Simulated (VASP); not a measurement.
# SiNi with r2SCAN: from relaxation to properties, part 4 of 5

How well does r2SCAN reproduce what experiment finds for SiNi? The cell is relaxed first, and properties follow on it. The start is a cell from a database of measured crystal structures.

VASP 6.6.1; r2SCAN, spin-polarised from a ferromagnetic start; plane waves and PAW (Si, Ni).

So far. Step 5 (Band structure (r2SCAN)): There is no gap at this level. Step 5 (Band structure (r2SCAN)): Of the bands kept, 4 cross the Fermi level on this path. The relaxed cell has a, b, c = 5.096, 3.340, 5.583 Å (conventional setting).

### Step 6. Density of states (r2SCAN)

A density of states needs more k-points than a total energy; ISMEAR = -5 takes tetrahedra, and LORBIT projects the states on the PAW spheres. The mesh is finer than in the run before.

Input file INCAR:

```
SYSTEM = SiNi
PREC = Accurate
ENCUT = 400
EDIFF = 1E-06
NELM = 100
ISMEAR = -5
SIGMA = 0.05
LREAL = .FALSE.
ALGO = Normal
METAGGA = R2SCAN
LASPH = .TRUE.
NBANDS = 55
ISPIN = 2
MAGMOM = 0 0 0 0 1 1 1 1
LMAXMIX = 4
LORBIT = 11
LWAVE = .FALSE.
LCHARG = .FALSE.
KPAR = 4
NEDOS = 2001
```

Input file POSCAR:

```
SiNi
1.0
    5.0958065375      0.0000000000      0.0000000000
    0.0000000000      3.3403347885      0.0000000000
    0.0000000000      0.0000000000      5.5828868782
Si Ni
4 4
Direct
    0.3210913218      0.7500000000      0.0830376570
    0.1789086782      0.2500000000      0.5830376570
    0.8210913218      0.7500000000      0.4169623430
    0.6789086782      0.2500000000      0.9169623430
    0.0077000757      0.2500000000      0.1892596210
    0.4922999243      0.7500000000      0.6892596210
    0.5077000757      0.2500000000      0.3107403790
    0.9922999243      0.7500000000      0.8107403790
```

Input file KPOINTS:

```
Automatic mesh
0
Gamma
7 10 6
0 0 0
```

The projector-augmented-wave data sets are Si and Ni (PBE family, release 64).

On the command line:

```bash
$ mpirun -np 4 vasp_std
```

Log:

```text
[... set-up lines as in an earlier step ...]
 entering main loop
       N       E                     dE             d eps       ncg     rms          rms(c)
DAV:   1     0.312768758176E+03    0.31277E+03   -0.19008E+04 21120   0.103E+03
DAV:   2    -0.603078210296E+02   -0.37308E+03   -0.33967E+03 21127   0.262E+02
DAV:   3    -0.984087826103E+02   -0.38101E+02   -0.35637E+02 23538   0.910E+01
DAV:   4    -0.994884305697E+02   -0.10796E+01   -0.10737E+01 24841   0.158E+01
DAV:   5    -0.995140517473E+02   -0.25621E-01   -0.25605E-01 26855   0.212E+00    0.294E+01
DAV:   6    -0.101664891451E+03   -0.21508E+01   -0.63469E+01 24984   0.119E+02    0.363E+01
DAV:   7    -0.865678733622E+02    0.15097E+02   -0.22706E+01 25816   0.697E+01    0.654E+00
DAV:   8    -0.867186486262E+02   -0.15078E+00   -0.19064E+00 29552   0.136E+01    0.481E+00
DAV:   9    -0.866739749795E+02    0.44674E-01   -0.35014E-01 29620   0.561E+00    0.122E+00
DAV:  10    -0.866835376659E+02   -0.95627E-02   -0.24898E-02 28921   0.155E+00    0.603E-01
DAV:  11    -0.866849067287E+02   -0.13691E-02   -0.33138E-03 28688   0.416E-01    0.272E-01
DAV:  12    -0.866852598873E+02   -0.35316E-03   -0.77191E-04 24657   0.204E-01    0.139E-01
DAV:  13    -0.866852944933E+02   -0.34606E-04   -0.12608E-04 27050   0.794E-02    0.664E-02
DAV:  14    -0.866852955746E+02   -0.10813E-05   -0.23118E-05 25831   0.285E-02    0.145E-02
DAV:  15    -0.866852966007E+02   -0.10261E-05   -0.50966E-06 24342   0.141E-02    0.492E-03
DAV:  16    -0.866852966991E+02   -0.98425E-07   -0.10223E-06 14817   0.596E-03
   1 F= -.86685297E+02 E0= -.86685297E+02  d E =0.000000E+00  mag=    -0.0002
 -----------------------------------------------------------------------------
|                                                                             |
|           W    W    AA    RRRRR   N    N  II  N    N   GGGG   !!!           |
|           W    W   A  A   R    R  NN   N  II  NN   N  G    G  !!!           |
|           W    W  A    A  R    R  N N  N  II  N N  N  G       !!!           |
|           W WW W  AAAAAA  RRRRR   N  N N  II  N  N N  G  GGG   !            |
|           WW  WW  A    A  R   R   N   NN  II  N   NN  G    G                |
|           W    W  A    A  R    R  N    N  II  N    N   GGGG   !!!           |
|                                                                             |
|     Tetrahedron method does not include variations of the Fermi             |
|     occupations, so forces and stress will be inaccurate. We suggest        |
|     using a different smearing scheme ISMEAR = 1 or 2 for metals in         |
|     relaxations.                                                            |
|                                                                             |
 -----------------------------------------------------------------------------
```

The job ended after 5.9 min (4 MPI ranks of Intel Xeon Platinum 8559C (Emerald Rapids), shared host; peak memory 2.1 GiB).

OUTCAR, selected parts (step 6):

```text
   k-points           NKPTS =     96   k-points in BZ     NKDIM =     96   number of bands    NBANDS=     55

   NELECT =      56.0000    total number of electrons

 E-fermi :  10.6570

 spin component 1
 k-point     1 :       0.0000    0.0000    0.0000
  band No.  band energies     occupation
    ...
     24       8.5378      1.00000
     25       8.5569      1.00000
     26       9.3738      1.00000
     27       9.3745      1.00000
     28       9.5881      1.00000
     29      11.3016      0.00000
     30      12.0928      0.00000
     31      14.1469      0.00000
     32      14.7458      0.00000
     33      15.0735      0.00000
    ...

 k-point     2 :       0.1429    0.0000    0.0000
  band No.  band energies     occupation
    ...
     24       8.5185      1.00000
     25       8.5434      1.00000
     26       9.1907      1.00000
     27       9.6908      1.00000
     28       9.6958      1.00008
     29      11.9331      0.00000
     30      12.3470      0.00000
     31      13.9139      0.00000
     32      14.8805      0.00000
     33      15.0737      0.00000
    ...

  Total        0.2875116      0.1012905     -0.4443358      0.0000000      0.0000000      0.0000000
  in kB        4.8473478      1.7077240     -7.4913504      0.0000000      0.0000000      0.0000000
  external PRESSURE =      -0.3120929 kB  Pullay stress =       0.0000000 kB

 POSITION                                       TOTAL-FORCE (eV/Angst)
 -----------------------------------------------------------------------------------
      1.63622      2.50525      0.46359        -0.005382     -0.000000      0.003864
      0.91168      0.83508      3.25503         0.005382     -0.000000      0.003864
      4.18412      2.50525      2.32785        -0.005382      0.000000     -0.003864
      3.45959      0.83508      5.11930         0.005382     -0.000000     -0.003864
      0.03924      0.83508      1.05662         0.012920     -0.000000     -0.024626
      2.50867      2.50525      3.84806        -0.012920      0.000000     -0.024626
      2.58714      0.83508      1.73483         0.012920     -0.000000      0.024626
      5.05657      2.50525      4.52627        -0.012920      0.000000      0.024626
 -----------------------------------------------------------------------------------
    total drift:                                0.000000      0.000000     -0.000000

  FREE ENERGIE OF THE ION-ELECTRON SYSTEM (eV)
  ---------------------------------------------------
  free  energy   TOTEN  =       -86.6852966991 eV

  energy  without entropy=      -86.6852966991  energy(sigma->0) =      -86.68529670

[... 8 parts as in an earlier step ...]

[... 14 further parts left out ...]
```

With tetrahedra the forces and stress of a metal are not exact derivatives of the energy.

Numbers from this step:

```yaml
irreducible_k_points: 96
free_energy_toten: -86.6853 eV
fermi_energy: 10.66 eV
pressure: -0.03121 GPa
dos_at_the_fermi_level: 1.867 states/eV/cell
```

The density of states has structure finer than the step of the table below, so its rows give means over 1 eV, whole bins alone (the curve runs from -12.0 to 2.98 eV). Peaks (eV: height): total -3.9: 16.8, -3.3: 17.2, -3.1: 16.8, -2.2: 18.9; Ni d -3.3: 13.5, -3.1: 13.4, -2.5: 14.7, -2.2: 17.0; Si p -4.3: 1.10, -4.0: 1.01, -3.7: 0.968, -3.4: 0.818; Ni p -3.9: 0.65, -3.7: 0.595, -3.4: 0.777, -1.5: 0.680; Ni s -8.8: 0.323, -6.5: 0.519, -5.7: 0.342, -4.4: 0.340.

States under -12.0 eV and over 3.0 eV are left out; both spin channels agree and are summed. Table of density of states by energy, zero at the Fermi level; means over each step; values in states/eV/cell:

```
energy (eV)  total    Ni d    Si p    Ni p    Ni s    Si s
        -11   1.16  0.0353  0.0465  0.0916   0.135   0.362
        -10   1.32  0.0677  0.0645   0.115   0.145   0.393
         -9   2.13   0.221  0.0976   0.177   0.228   0.631
         -8   1.66   0.260  0.0527   0.155  0.0920   0.544
         -7   1.42   0.302   0.235  0.0924   0.189  0.0653
         -6   3.36    1.01   0.522   0.214   0.319   0.143
         -5   4.09    1.93   0.522   0.223   0.240  0.0975
         -4   11.3    8.00   0.801   0.433   0.177  0.0582
         -3   13.9    11.3   0.509   0.478  0.0820  0.0382
         -2   10.4    8.67   0.298   0.379  0.0937  0.0560
         -1   2.76    1.66   0.249   0.275  0.0504  0.0515
          0   2.14    1.17   0.242   0.187  0.0469  0.0818
          1   2.66    1.17   0.378   0.246  0.0854   0.138
          2   3.04    1.14   0.492   0.242   0.136   0.215
```

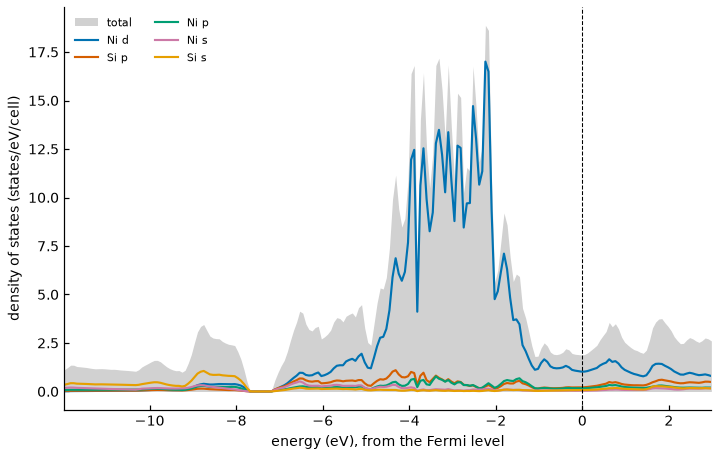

Density of states against energy.

The finer mesh and the other smearing move the Fermi level by +0.07 eV from the 5×7×4 run, one measure of the sampling error in the zero of the bands above. Of the states within 0.3 eV of the Fermi level, the largest shares in the PAW spheres are Ni d 54 %, Si p 11 % and Ni p 9 %. The rest lies in smaller channels or between the spheres.

(Part 4 of 5 ends here.)

[Lines on the potential files, build, host, timing and source positions are cut from VASP's logs without a mark.]

[Logs are printed without paths, hosts, clocks, repeated set-up lines and the standing remarks that a program may print on its own settings, such as how far it seeks lower states.]

[Hosts, paths, dates, database ids (printed as entryN), source tags and the programs' standing remarks are cut or masked in the printed files.]

[Measured values are set beside computed ones only where the two were judged alike; some that the calculation misses by far are left out.]
